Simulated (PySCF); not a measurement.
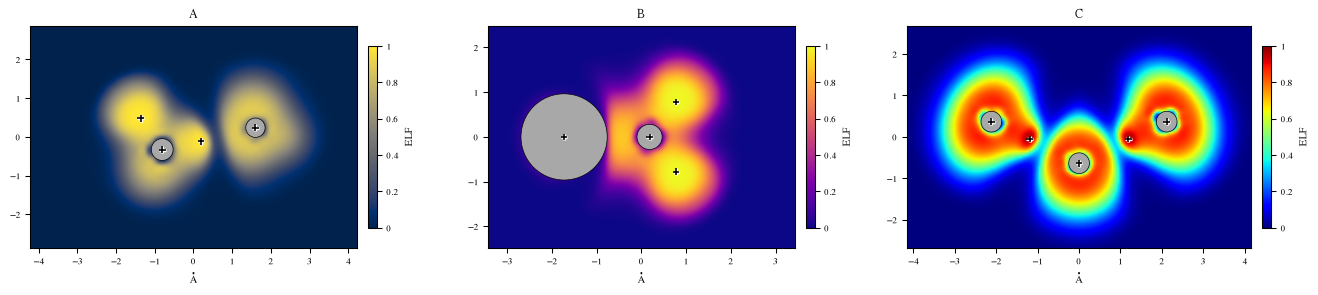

The ELF of 3 systems, each on a plane through atoms (crosses mark nuclei in the plane; grey discs cover the cores).

Theory: PySCF, wB97M-D3(BJ)/def2-TZVPD, SCF density, gas phase.

System 1: H₂MgO (charge +2), the molecular plane. Geometry: PBE0-D3(BJ)/def2-TZVPD.

```xyz
4

Mg   -0.2032    0.2512   -0.1338
O    -1.1100   -0.2997   -1.7237
H    -1.6358    0.2597   -2.3279
H    -1.1449   -1.2009   -2.0990
```

System 2: F···HF···HF (SMILES [F-].F.F) (charge −1), the molecular plane. Geometry: PBE0-D3(BJ)/def2-TZVPD.

| atom | x (Å) | y (Å) | z (Å) |
| --- | --- | --- | --- |
| F | -0.4064 | 0.3019 | 0.8473 |
| F | -2.2477 | -1.0354 | 1.3938 |
| H | -1.4584 | -0.4413 | 1.1664 |
| F | 0.0210 | 2.5377 | 1.4002 |
| H | -0.1798 | 1.5720 | 1.1706 |

System 3: H₃O···HF (SMILES [OH3+].F) (charge +1), the plane of atoms H3, O1 and H4. Geometry: PBE0-D3(BJ)/def2-TZVPD.

```xyz
6

O     0.0581   -0.0320    0.1918
H    -0.5670    0.3408   -0.4559
H     0.2286   -1.0318    0.0431
H     0.8819    0.4878    0.2185
F     0.5131   -2.4231   -0.2602
H     0.3283   -3.1744    0.2625
```

**Which map belongs to which system?**

Panel A is system 3, H₃O···HF: the plane holds O, H and F. F5···H3 (1.45 Å): the ELF dips to about 0.20 between them (by its geometry a hydrogen bond between the two molecules, with no shared pair). Panel B is system 1, H₂MgO: the plane holds Mg, O and H. Mg–O (1.91 Å): the ELF peaks at about 0.90 in the valence shell of O, 0.6 Å from its nucleus, and is about 0.35 at the midpoint: a largely ionic contact. Panel C is system 2, F···HF···HF: the plane holds F and H. F1···H3 (1.33 Å): the ELF dips to about 0.35 between them.
